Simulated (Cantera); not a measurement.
Input: 1 mol MgO, 0.11 mol HI, 0.58 mol H2, at 0.133 bar.

Equilibrium computed with Cantera from the NASA thermochemical tables; the gas is ideal and each condensed phase is pure. Candidate condensed phases: H2O, I2, Mg, MgI2, MgO, Mg(OH)2; 20 gas species. The numbers say what is thermodynamically allowed, not how fast it happens.

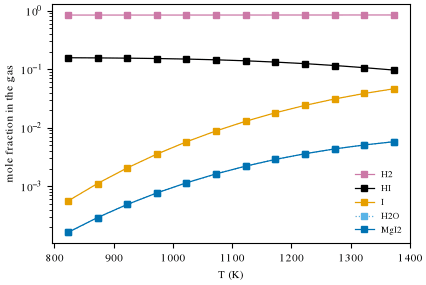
*Equilibrium gas composition (values under 1e-9 drawn at 1e-9)*

Question: Read off the mole fractions at 1223 K.

Answer: H2 about 0.84, HI about 0.12, I about 0.024, H2O about 0.0036, MgI2 about 0.0036.
